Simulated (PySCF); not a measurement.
# F$_{4}$MoSe: electronic structure

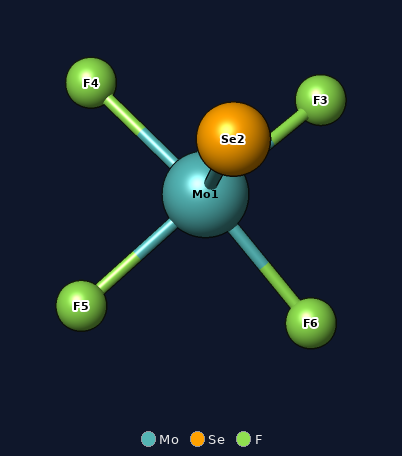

The molecule, with its atoms numbered as below. No frequency check shows the geometry to be a minimum.

Coordinates in Å:

```
Mo1     -0.5663    0.0002    0.0005
Se2      1.6748    0.0000   -0.0003
F3      -0.9207    1.2702    1.1676
F4      -0.9206   -1.1685    1.2693
F5      -0.9215   -1.2703   -1.1677
F6      -0.9218    1.1676   -1.2703
```

### 1. Bonding charge

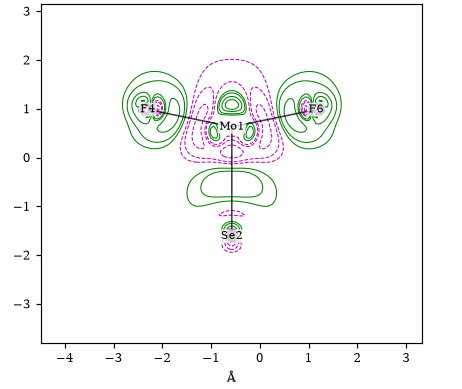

Deformation density (molecule less spherical, spin-averaged free atoms) in the plane of Mo1, Se2, F4 and F6; contours at ±0.05 to ±0.8 e/Å³; solid green lines: gain, dashed magenta lines: loss.

Method: PBE/def2-SVPD; geometry: GFN2-xTB; program: PySCF. Core potentials replace the inner electrons of Mo; spin–orbit coupling isn't included. This is a single-reference result, which may miss multireference character in this system.

Question: Describe the bonding that the map shows.

Answer: Mo1–Se2: +0.19 e/Å³ at the bond critical point (bond length 2.24 Å). Mo1–F4 and Mo1–F6: 0.00 e/Å³ at the bond critical point (bond length 1.76 Å); up to 0.6 Å beside the axis the gain reaches +0.23 e/Å³. In all, 1.3 electrons gather in the regions of gain relative to the promolecule. A small or negative value marks a very polar bond, one between electron-rich atoms, whose free-atom densities already overlap strongly, a long bond to a heavier atom, or a closed-shell contact such as a hydrogen bond.

### 2. Bond critical points

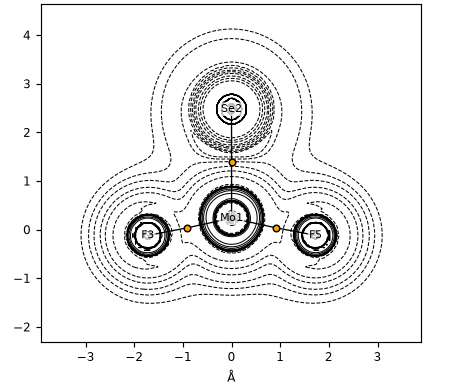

Negative Laplacian of the density (−∇²ρ) in the plane of Mo1, Se2, F3 and F5 (solid lines positive, dashed lines negative, contours at ±0.02 to ±8 a.u.), with bond paths and bond critical points (dots).

Question: Sort the bonds in the plane by the sign of ∇²ρ at their critical points.

Answer: At none is it concentrated. Depleted (∇²ρ > 0): Mo1–F3 and Mo1–F5 (+1.08 a.u., H = −0.071); Mo1–Se2 (+0.08 a.u., H = −0.069). A positive Laplacian with negative H is typical of metal–ligand bonds.

### 3. Local ionisation energy

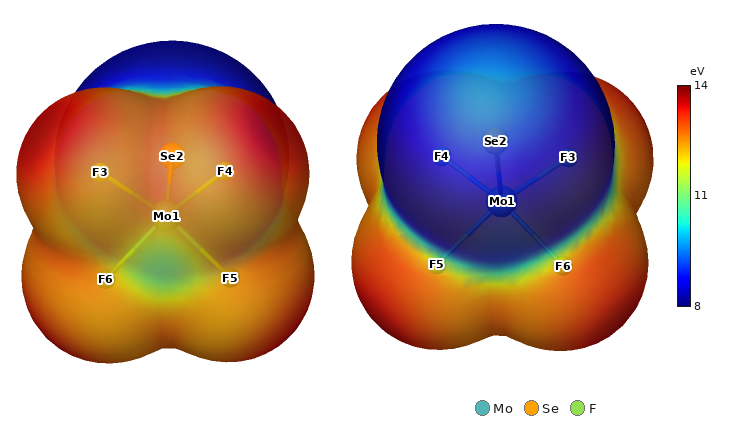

Average local ionisation energy on the surface of electron density 0.001 a.u. (back view left, front view right).

Question: Locate the minima of the map.

Answer: The lowest value is 8.1 eV, 2.3 Å from Se2, and at like points elsewhere. Further minima include 11.1 eV, 2.0 Å from Mo1. For comparison, the highest occupied orbital lies at −7.3 eV.

The PySCF run shown took 35 s on 1 thread of Arm Neoverse V1, with other jobs on the host.
